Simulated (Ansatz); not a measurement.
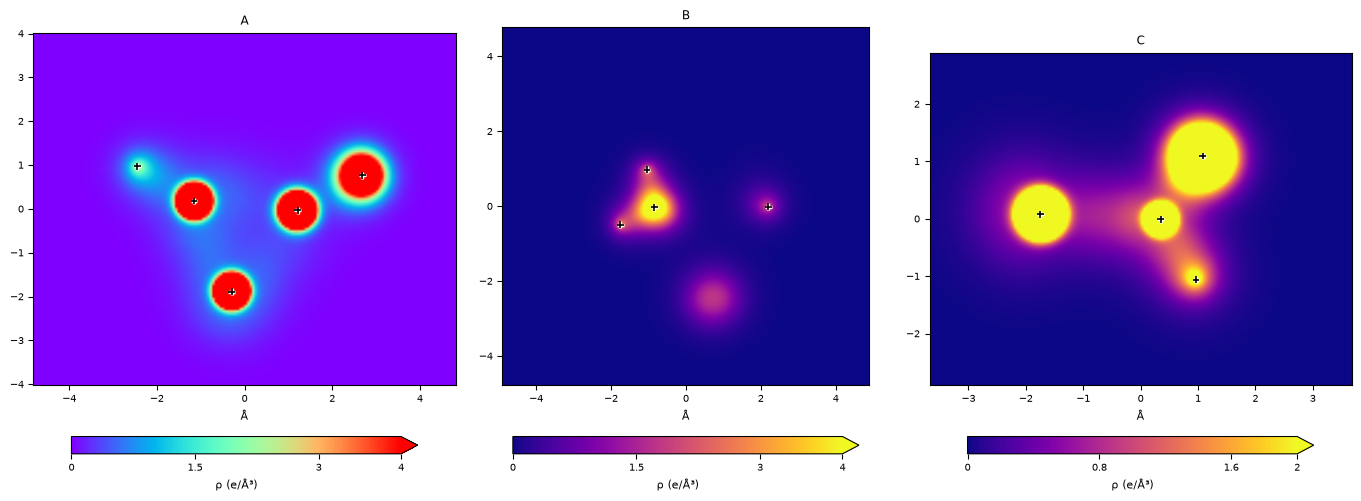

The total electron density of 3 systems, each on a plane through atoms (crosses mark nuclei in the plane).

These are results of Ansatz, isolated molecule in a Gaussian basis; Kohn-Sham density functional theory, functional PBE0, not measurements.

System 1: AlFHSi$_{2}$ (SMILES [F][Al]1[Si]=[SiH]1) (doublet), the molecular plane. Geometry: BLYP-D3(BJ)/def2-SVP.

```xyz
5

Al   -0.2200    0.9020    1.0100
F     0.1448    0.8571    2.6460
Si    0.5361    0.4722   -1.1960
Si   -1.5292    1.2984   -0.9471
H     1.5545    0.0107   -2.2158
```

System 2: ClH$_{6}$N$_{2}$Si (charge +1), the plane of atoms H5, N2 and H6. Geometry: B3LYP-D3(BJ)/def2-SVP.

```tsv
atom	x (Å)	y (Å)	z (Å)
Cl	-0.8334	0.8301	0.1593
N	0.8157	-1.3687	1.3287
N	-0.6337	0.4309	3.1127
Si	0.7276	0.6826	1.5763
H	1.2881	-1.8838	2.0826
H	1.3824	-1.5287	0.4846
H	-0.0886	-1.8222	1.1421
H	-0.9567	1.3755	3.3634
H	-0.2520	0.0287	3.9784
H	-1.4829	-0.0910	2.8586
```

System 3: BF$_{2}$HSi (SMILES FB[Si]F), the plane of atoms F3, B1 and Si4. Geometry: PBE0-D3(BJ)/def2-SVP.

```xyz
5

B    -0.5619   -0.9313    0.3499
F     0.3007   -1.5332   -2.1987
F    -1.8298   -1.0472    0.7175
Si   -0.0369   -0.0791   -1.4942
H     0.2664   -1.3247    1.1560
```

### Match each panel to its system.

Panel A is system 1, AlFHSi$_{2}$: the plane holds Al, F, Si and H. Al–F (1.68 Å): ρ at the midpoint is about 0.84 e/Å³. Panel B is system 2, ClH$_{6}$N$_{2}$Si: the plane holds N and H. N–H (1.03 Å): ρ at the midpoint is about 2.9 e/Å³. Panel C is system 3, BF$_{2}$HSi: the plane holds B, F, Si and H. B–F (1.33 Å): ρ is about 2.2 e/Å³ halfway.
